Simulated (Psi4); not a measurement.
**CHP (charge +1): single-point calculation**

CHP (methylidynephosphane), charge +1, multiplicity 2, computed with B2PLYP/cc-pVDZ, UKS (Psi4 1.11).

The geometry is that of the parent species in another charge or spin state. The geometry comes from this level: GFN2-xTB.

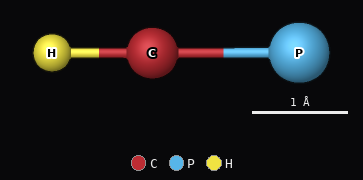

Figure 1. The structure as given in the input (ball-and-stick view, seen at a tilt).

**Input (chp.dat)**
```
memory 1600 mb

molecule m {
  1 2
  C     -0.137100     0.059840    -0.066440
  P      1.149220    -0.512680     0.574210
  H     -1.012120     0.452840    -0.507770
  symmetry c1
}

set {
  basis                cc-pVDZ
  reference            uks
  puream               true
  scf_type             df
  dft_radial_points    99
  dft_spherical_points 590
  num_frozen_docc      6
  maxiter              150
}

energy_value, wavefunction = energy("b2plyp", return_wfn=True)
```

Hardware: 1 thread of AMD EPYC (Zen 3), 64 GiB of memory available, shared host.

Run as:
```bash
psi4 -n 1 chp.dat chp.out
```

**The program's output**
```
Psi4 1.11 release

   => Loading Basis Set <=

    Name: CC-PVDZ
    Role: ORBITAL
    Keyword: BASIS

         ---------------------------------------------------------
                                   SCF
                              UKS Reference
                        1 Threads,   1525 MiB Core
         ---------------------------------------------------------

  ==> Geometry <==

    Molecular point group: c1
    Full point group: Cs

    Geometry (in Angstrom), charge = 1, multiplicity = 2:

       Center              X                  Y                   Z               Mass
    ------------   -----------------  -----------------  -----------------  -----------------
         C            0.584046131577     0.890790490798    -0.000000000000    12.000000000000
         P           -0.264267812889    -0.402729577436     0.000000000000    30.973761998420
         H            1.167677646131     1.770708341805    -0.000000000000     1.007825032230

  Running in c1 symmetry.

  Rotational constants: A = 695311.22976  B =      0.66536  C =      0.66536 [cm^-1]
  Rotational constants: A = 20844906264.59546  B =  19946.86068  C =  19946.84160 [MHz]
  Nuclear repulsion =   36.845191637469398

  Charge       = 1
  Multiplicity = 2
  Electrons    = 21
  Nalpha       = 11
  Nbeta        = 10

  ==> Algorithm <==

  SCF Algorithm Type is DF.
  DIIS enabled.
  MOM disabled.
  Fractional occupation disabled.
  Guess Type is SAD.
  Energy threshold   = 1.00e-06
  Density threshold  = 1.00e-06
  Integral threshold = 1.00e-12

  ==> Primary Basis <==

  Basis Set: CC-PVDZ
    Blend: CC-PVDZ
    Number of shells: 17
    Number of basis functions: 37
    Number of Cartesian functions: 39
    Spherical Harmonics?: true
    Max angular momentum: 2

  ==> DFT Potential <==

   => LibXC <=

    Version 7.1.2

   => Composite Functional: B2PLYP <=

    B2PLYP Double Hybrid Exchange-Correlation Functional

    Deriv               =              1
    GGA                 =           TRUE
    Meta                =          FALSE

    Exchange Hybrid     =           TRUE
    MP2 Hybrid          =           TRUE

   => Exchange Functionals <=

    0.4700     XC_GGA_X_B88

   => Exact (HF) Exchange <=

    0.5300               HF

   => Correlation Functionals <=

    0.7300     XC_GGA_C_LYP

   => MP2 Correlation <=

    0.2700       MP2

   => LibXC Density Thresholds  <==

    XC_GGA_C_LYP:  1.00E-14
    XC_GGA_X_B88:  1.00E-15

   => Molecular Quadrature <=

    Radial Scheme          =       TREUTLER
    Pruning Scheme         =           NONE
    Nuclear Scheme         =       TREUTLER

    Blocking Scheme        =         OCTREE
    BS radius alpha        =              1
    Pruning alpha          =              1
    Radial Points          =             99
    Spherical Points       =            590
    Total Points           =         164848
    Total Blocks           =           1291
    Max Points             =            256
    Max Functions          =             37
    Weights Tolerance      =       1.00E-15

   => Loading Basis Set <=

    Name: (CC-PVDZ AUX)
    Role: JKFIT
    Keyword: DF_BASIS_SCF

  ==> Integral Setup <==

  DFHelper Memory: AOs need 0.003 GiB; user supplied 0.944 GiB.
  SCF_SUBTYPE=INCORE selected. In-core MEM_DF algorithm will be used.
  Using in-core AOs.

  ==> MemDFJK: Density-Fitted J/K Matrices <==

    J tasked:                   Yes
    K tasked:                   Yes
    wK tasked:                   No
    Memory [MiB]:               966
    Algorithm:                 Core
    Schwarz Cutoff:           1E-12
    Mask sparsity (%):       0.0000
    Fitting Condition:        1E-10

   => Auxiliary Basis Set <=

  Basis Set: (CC-PVDZ AUX)
    Blend: CC-PVDZ-JKFIT
    Number of shells: 69
    Number of basis functions: 205
    Number of Cartesian functions: 236
    Spherical Harmonics?: true
    Max angular momentum: 3

  Cached 100.0% of DFT collocation blocks in 0.174 [GiB].

  Minimum eigenvalue in the overlap matrix is 6.5549262281E-03.
  Reciprocal condition number of the overlap matrix is 1.8246999115E-03.
    Using symmetric orthogonalization.

  ==> Pre-Iterations <==

  SCF Guess: Superposition of Atomic Densities via on-the-fly atomic UHF (no occupation information).

   -------------------------
    Irrep   Nso     Nmo
   -------------------------
     A         37      37
   -------------------------
    Total      37      37
   -------------------------

  ==> Iterations <==

                           Total Energy        Delta E     RMS |[F,P]|

   @DF-UKS iter SAD:  -379.19699224289741   -3.79197e+02   0.00000e+00
   @DF-UKS iter   1:  -379.33662797393799   -1.39636e-01   5.90408e-03 ADIIS/DIIS
   @DF-UKS iter   2:  -379.32163017125902    1.49978e-02   7.34593e-03 ADIIS/DIIS
   @DF-UKS iter   3:  -379.36871551443181   -4.70853e-02   3.78049e-04 ADIIS/DIIS
   @DF-UKS iter   4:  -379.36894250746792   -2.26993e-04   1.17147e-04 ADIIS/DIIS
   @DF-UKS iter   5:  -379.36896906788155   -2.65604e-05   4.68650e-05 DIIS
   @DF-UKS iter   6:  -379.36897979525349   -1.07274e-05   3.23212e-05 DIIS
   @DF-UKS iter   7:  -379.36899020088168   -1.04056e-05   2.35866e-05 DIIS
   @DF-UKS iter   8:  -379.36900015292986   -9.95205e-06   1.13457e-05 DIIS
   @DF-UKS iter   9:  -379.36900243393706   -2.28101e-06   5.07475e-06 DIIS
   @DF-UKS iter  10:  -379.36900272693140   -2.92994e-07   2.41851e-06 DIIS
   @DF-UKS iter  11:  -379.36900278350919   -5.65778e-08   1.28622e-06 DIIS
   @DF-UKS iter  12:  -379.36900279978335   -1.62742e-08   5.50099e-07 DIIS
  Energy and wave function converged.

  ==> Post-Iterations <==

   Electrons on quadrature grid:
      Nalpha   =   11.0000000324 ; deviation = 3.236e-08
      Nbeta    =   10.0000000307 ; deviation = 3.069e-08
      Ntotal   =   21.0000000630 ; deviation = 6.305e-08

   @Spin Contamination Metric:   6.275957197E-03
   @S^2 Expected:                7.500000000E-01
   @S^2 Observed:                7.562759572E-01
   @S   Expected:                5.000000000E-01
   @S   Observed:                5.000000000E-01

    Orbital Energies [Eh]
    ---------------------

    Alpha Occupied:

       1A    -78.640125     2A    -10.996166     3A     -7.297532
       4A     -5.352548     5A     -5.343118     6A     -5.342686
       7A     -1.169484     8A     -0.924708     9A     -0.718413
      10A     -0.673032    11A     -0.636318

    Alpha Virtual:

      12A     -0.305649    13A     -0.278720    14A     -0.109197
      15A     -0.043121    16A      0.106767    17A      0.189030
      18A      0.210071    19A      0.220063    20A      0.244152
      21A      0.244708    22A      0.327742    23A      0.332768
      24A      0.348353    25A      0.356090    26A      0.413139
      27A      0.622663    28A      0.781046    29A      0.910776
      30A      0.966371    31A      0.966838    32A      1.038009
      33A      1.055417    34A      1.715019    35A      1.733778
      36A      1.797280    37A      2.632117

    Beta Occupied:

       1A    -78.638066     2A    -10.985517     3A     -7.295179
       4A     -5.342782     5A     -5.342644     6A     -5.341819
       7A     -1.115293     8A     -0.908893     9A     -0.708590
      10A     -0.620740

    Beta Virtual:

      11A     -0.423456    12A     -0.270512    13A     -0.231471
      14A     -0.095706    15A     -0.037574    16A      0.118889
      17A      0.211369    18A      0.222226    19A      0.222518
      20A      0.271050    21A      0.272094    22A      0.350912
      23A      0.354337    24A      0.363897    25A      0.380744
      26A      0.419387    27A      0.630556    28A      0.793775
      29A      0.922999    30A      1.009572    31A      1.011164
      32A      1.057953    33A      1.058628    34A      1.737095
      35A      1.737432    36A      1.807623    37A      2.638458

    Final Occupation by Irrep:
              A
    DOCC [    10 ]
    SOCC [     1 ]
    NA   [    11 ]
    NB   [    10 ]

  @DF-UKS Final Energy:  -379.36900279978335

   => Energetics <=

    Nuclear Repulsion Energy =             36.8451916374693980
    One-Electron Energy =                -589.2462385478581837
    Two-Electron Energy =                 186.7122657170027651
    DFT Exchange-Correlation Energy =     -13.6802216063972555
    Empirical Dispersion Energy =           0.0000000000000000
    VV10 Nonlocal Energy =                  0.0000000000000000
    Total Energy =                       -379.3690027997832885

  UHF NO Occupations:
  HONO-2 :    9  A 1.9991433
  HONO-1 :   10  A 1.9984692
  HONO-0 :   11  A 1.0000000
  LUNO+0 :   12  A 0.0015308
  LUNO+1 :   13  A 0.0008567
  LUNO+2 :   14  A 0.0006655
  LUNO+3 :   15  A 0.0000865

Computation Completed

Properties will be evaluated at   0.000000,   0.000000,   0.000000 [a0]

Properties computed using the SCF density matrix

 Multipole Moments:

 ------------------------------------------------------------------------------------
     Multipole            Electronic (a.u.)      Nuclear  (a.u.)        Total (a.u.)
 ------------------------------------------------------------------------------------

 L = 1.  Multiply by 2.5417464519 to convert [e a0] to [Debye]
 Dipole X            :         -1.0691254            1.3378075            0.2686821
 Dipole Y            :         -1.6230397            2.0305251            0.4074854
 Dipole Z            :          0.0000000           -0.0000000            0.0000000
 Magnitude           :                                                    0.4880927

 ------------------------------------------------------------------------------------

	total time  =          6 seconds =       0.10 minutes

   => Loading Basis Set <=

    Name: (CC-PVDZ AUX)
    Role: RIFIT
    Keyword: DF_BASIS_MP2

	 --------------------------------------------------------
	                          DF-MP2
	      2nd-Order Density-Fitted Moller-Plesset Theory
	              UMP2 Wavefunction,   1 Threads

	 --------------------------------------------------------

	 --------------------------------------------------------
	                 NBF =    37, NAUX =   146
	 --------------------------------------------------------
	   CLASS    FOCC     OCC    AOCC    AVIR     VIR    FVIR
	   ALPHA       6      11       5      26      26       0
	    BETA       6      10       4      27      27       0
	 --------------------------------------------------------

	-----------------------------------------------------------
	 ==================> DF-MP2 Energies <====================
	-----------------------------------------------------------
	 Reference Energy          =    -379.3690027997833454 [Eh]
	 Singles Energy            =      -0.0000000000000000 [Eh]
	 Same-Spin Energy          =      -0.0585313105208824 [Eh]
	 Opposite-Spin Energy      =      -0.1913557564684965 [Eh]
	 Correlation Energy        =      -0.2498870669893789 [Eh]
	 Total Energy              =    -379.6188898667727472 [Eh]
	-----------------------------------------------------------
	 ================> DF-SCS-MP2 Energies <==================
	-----------------------------------------------------------
	 SCS Same-Spin Scale       =       0.3333333333333333 [-]
	 SCS Opposite-Spin Scale   =       1.2000000000000000 [-]
	 SCS Same-Spin Energy      =      -0.0195104368402941 [Eh]
	 SCS Opposite-Spin Energy  =      -0.2296269077621958 [Eh]
	 SCS Correlation Energy    =      -0.2491373446024900 [Eh]
	 SCS Total Energy          =    -379.6181401443858476 [Eh]
	-----------------------------------------------------------

    B2PLYP Energy Summary
    ---------------------
    DFT Reference Energy                  =  -379.3690027997833454
    Scaled MP2 Correlation                =    -0.0674695080871323
    @Final double-hybrid DFT total energy =  -379.4364723078704742

	total time  =          0 seconds =       0.00 minutes

    Psi4 run time: 0:00:05.43
```

**Summary**

```json
{"quantity": "outcome", "value": "converged"}
{"quantity": "total energy", "value": "−379.436472 hartree"}
{"quantity": "SCF energy", "value": "−379.369003 hartree"}
{"quantity": "basis functions", "value": "37"}
{"quantity": "⟨S²⟩", "value": "0.756"}
{"quantity": "wall time", "value": "6.6 s"}
{"quantity": "peak memory", "value": "0.42 GiB"}
```
